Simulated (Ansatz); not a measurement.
# SbMo: the order of phases at one pressure, part 2 of 2

Which of rocksalt, CsCl, zincblende, WC, anti NiAs has the lowest enthalpy for SbMo at one common pressure? Methods of the runs shown: LAPW. Companion runs by PAW are cited.

Ansatz 0.2.0; DFT PBEsol; a cell built from a prototype (rocksalt type), not taken from measurement.

## Step 5: WC relaxed under pressure, LAPW

input.yaml

```yaml
crystal:
  lattice:
    - [2.8809725704, 0.0, 0.0]
    - [-1.4404862852, 2.4949954336, 0.0]
    - [0.0, 0.0, 3.839249471]
  atoms:
    - { symbol: Mo, position: [0.0, 0.0, 0.0] }
    - { symbol: Sb, position: [0.3333333333, 0.6666666667, 0.5] }
kpoints:
  mp_grid: { grid: [13, 13, 12] }
scf:
  occupations: { method: fermi_dirac, width: 0.08 }
hamiltonian:
  xc: pbesol
  pseudopotentials: { kind: all_electron, lapw: { basis_error: 0.0005 } }
output:
  forces: true
  stress: true
  eigenvalues: true
relax:
  f_tol: 0.005
  max_steps: 12
  cell: { p_target: 93.0, stress_tol: 0.046 }
```

The run is started by

```
ansatz run input.yaml --threads 1 --pin off --max-ram 3584MiB --backend cpu --events-out ev --progress --plain --runs-dir out
```

Standard output (excerpt; [...] marks lines left out):

```text
[...]
LAPW: plane waves up to 9.594 Å⁻¹, error target 5.0e-4 eV per atom; small_component_spin mean_spin; Mo in spheres of 1.198 Å, 32 of its electrons in bands, Dirac shells []; Sb in spheres of 1.265 Å, 23 of its electrons in bands, Dirac shells []
[...]
Pseudopotentials: kind: all_electron
Pseudopotential: Mo, LAPW, valence charge 32, Koelling and Harmon's equation, gaussian nucleus
Pseudopotential: Sb, LAPW, valence charge 23, Koelling and Harmon's equation, gaussian nucleus
Functional definition: PBEsol
[...]
Crystal: 2 atoms, lattice volume = 27.597 Å³
Basis set: ecut = 350.6897730785384 eV, 413 PW (Γ), exchange–correlation at level 2
Bands: 33, of which v1, the nominal top of the filled ones, is band 28 counted from 1 (27 counted from 0)
Symmetry: 12 space group operations
Space group: P-6m2 (ITA 187), of the structure as read, at distance tolerance 3.0e-5 Å
[...]
  atom   1  Mo     0.00000000     0.00000000    -0.00000000
  atom   2  Sb     0.00000000    -0.00000000    -0.00000000
[...]
--- Stress (GPa, compression-positive) ---
       92.993749       0.000000      -0.000000
        0.000000      92.993749       0.000000
       -0.000000       0.000000      92.971836
  P = ⅓ Tr σ = 92.9864 GPa (929.864 kbar)
--- Band table (eV; the first three rows and the last of 147) ---
[...]
--- Relaxed structure (2 steps of the walk, 2 accepted, 1 SCFs on fresh bases) ---
  F+E_penalty+E_count = -286408.51658121 eV   max|allowed force component| = 2.313e-17 eV/Å   (the final SCF, on the basis selected at the relaxed cell)
  cell:  # Å, volume = 27.5975 Å³
    - [2.880825956378221, 0.0, -4.589498545479139e-21]
    - [-1.4404129781891104, 2.4948684621051402, 2.2947492727391458e-21]
    - [-6.116069984082738e-21, -6.524849224119121e-34, 3.839775384161997]
  atoms:
    - { symbol: Mo, position: [6.680462347411221e-56, -2.7755575615628914e-17, 3.1483279920611626e-35] }
    - { symbol: Sb, position: [0.3333333333333333, 0.6666666666666666, 0.5] }
```

Wall time 2.6 min (1 thread of Arm Neoverse V2, shared host); peak memory 0.61 GiB.

Step by step:

```tsv
step	energy from step 1 (eV/cell)	largest force component (eV/Å)	pressure (GPa)	volume (Å³)
1	0.0000	0.0000	93.02	27.60
2	-0.0006	0.0000	92.99	27.60
3	-0.0006	0.0000	92.99	27.60
```

Step 1 is the start. Step 3 repeats the geometry before on a plane-wave basis chosen anew for that cell, so the energy can jump there without any move; the table keeps such jumps.

| input's cell | before | after | change |
| --- | --- | --- | --- |
| a (Å) | 2.881 | 2.881 | -0.0 % |
| b (Å) | 2.881 | 2.881 | -0.0 % |
| c (Å) | 3.839 | 3.840 | +0.0 % |
| volume (Å³/atom) | 13.80 | 13.80 | +0.0 % |

Result: pressure 92.99 GPa; no gap.

## Step 6: Anti NiAs at the cell that PAW relaxed, LAPW

input.yaml

```yaml
crystal:
  lattice:
    - [2.8373370602, 0.0, 0.0]
    - [-1.4186685301, 2.4572059732, 0.0]
    - [0.0, 0.0, 7.890057528]
  atoms:
    - { symbol: Sb, position: [0.0, 0.0, 0.0] }
    - { symbol: Sb, position: [0.0, 0.0, 0.5] }
    - { symbol: Mo, position: [0.3333333333, 0.6666666667, 0.25] }
    - { symbol: Mo, position: [0.6666666667, 0.3333333333, 0.75] }
kpoints:
  mp_grid: { grid: [10, 10, 6] }
scf:
  occupations: { method: fermi_dirac, width: 0.08 }
hamiltonian:
  xc: pbesol
  pseudopotentials: { kind: all_electron, lapw: { basis_error: 0.0005 } }
output:
  forces: true
  stress: true
  eigenvalues: true
  populations: true
```

The run is started by

```
ansatz run input.yaml --threads 1 --pin off --max-ram 3584MiB --backend cpu --events-out ev --progress --plain --runs-dir out
```

Standard output (excerpt; [...] marks lines left out):

```text
Sb: projections on atomic orbitals take those of the free atom 1s2 2s2 2p6 3s2 3p6 3d10 4s2 4p6 4d10 5s2 5p3, of charge +0.00 (hamiltonian.pseudopotentials.projection_atoms)
Mo: projections on atomic orbitals take those of the free atom 1s2 2s2 2p6 3s2 3p6 3d10 4s2 4p6 4d5 5s1, of charge +0.00 (hamiltonian.pseudopotentials.projection_atoms)
LAPW: plane waves up to 9.185 Å⁻¹, error target 5.0e-4 eV per atom; small_component_spin mean_spin; Mo in spheres of 1.252 Å, 32 of its electrons in bands, Dirac shells []; Sb in spheres of 1.312 Å, 23 of its electrons in bands, Dirac shells []
[...]
[... 4 set-up lines as earlier in the session ...]
[...]
SCF converged after 9 iterations
Free energy (F): -572816.702348 eV
[...]
E sigma→0 (E₀):  -572816.676294 eV
Entropy (-TS):   -0.052108 eV (-13.027 meV/atom)
Fermi energy:    29.209404 eV
[...]
--- Forces (eV/Å), atoms counted from 1 ---
  atom   1  Sb    -0.00000000     0.00000000     0.00000000
  atom   2  Sb     0.00000000     0.00000000     0.00000000
  atom   3  Mo    -0.00000000     0.00000000    -0.00000000
  atom   4  Mo     0.00000000     0.00000000     0.00000000
[...]
--- Stress (GPa, compression-positive) ---
       92.979444       0.000000      -0.000000
        0.000000      92.979444       0.000000
       -0.000000       0.000000      93.057934
  P = ⅓ Tr σ = 93.0056 GPa (930.056 kbar)
--- Band table (eV; the first three rows and the last of 56) ---
[...]
--- Löwdin populations: 4 sites ---
  site symbol       q [e]
     0     Sb     50.4701
     1     Sb     50.4701
     2     Mo     42.3765
     3     Mo     42.3765
  spilling = 0.001651 (of n_electrons = 186.000000)
```

Run time: 83 s. Hardware: 1 thread of Arm Neoverse V2, shared host; peak memory 0.78 GiB.

In short: pressure 93.01 GPa; no gap.

## Step 7: The series in one table

The PAW rows are taken from companion runs at the same settings.

Enthalpy per atom, H = F + pV at p = 93 GPa, from each method's lowest phase:

```
             method       start  space group, start → end  volume (Å³/atom)  pressure (GPa)  enthalpy (meV/atom)
               LAPW    rocksalt             Fm-3m → Fm-3m            14.643            93.0               1538.1
               LAPW        CsCl             Pm-3m → Pm-3m            13.442            93.0                  0.0
               LAPW  zincblende             F-43m → F-43m            17.956            93.0               4756.2
               LAPW          WC             P-6m2 → P-6m2            13.799            93.0                359.6
LAPW, at PAW's cell   anti NiAs                  P6_3/mmc            13.752            93.0                415.3
                PAW    rocksalt             Fm-3m → Fm-3m            14.643            93.0               1537.8
                PAW        CsCl             Pm-3m → Pm-3m            13.442            93.0                  0.0
                PAW  zincblende             F-43m → F-43m            17.959            93.0               4756.9
                PAW          WC             P-6m2 → P-6m2            13.798            93.0                359.8
                PAW   anti NiAs       P6_3/mmc → P6_3/mmc            13.752            93.0                415.7
```

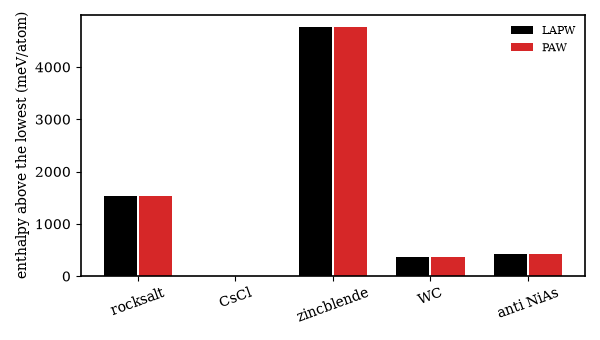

Enthalpy of each start above the lowest.

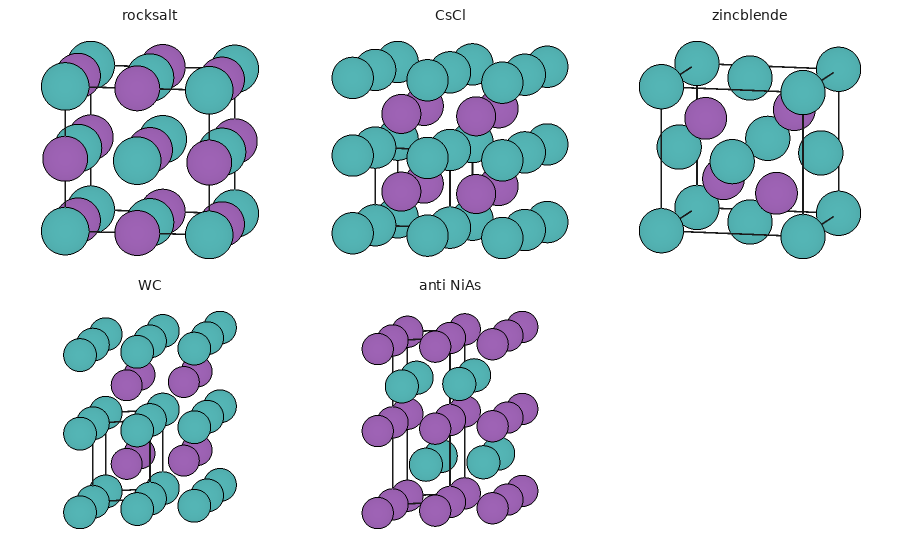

The relaxed phases, each at its own scale.

## Step 8: Results

This closing draws on all 2 parts.

| quantity | value |
| --- | --- |
| pressure | 93 GPa |
| lowest (LAPW) | CsCl, 359.6 meV/atom under WC |
| lowest (PAW) | CsCl, 359.8 meV/atom under WC |

What this shows: By LAPW the order is CsCl < WC < anti NiAs < rocksalt < zincblende. By PAW the order is CsCl < WC < anti NiAs < rocksalt < zincblende. The methods agree on the lowest phase. Only these structures were tried, with electrons smeared by 0.08 eV and without vibrations, so the true ground state may be another. The k meshes differ between phases and weren't tested, which can move differences by some meV. Spin-orbit coupling is left out, though the cell holds Sb; in elements this heavy it can shift bands and gaps by tenths of an eV.
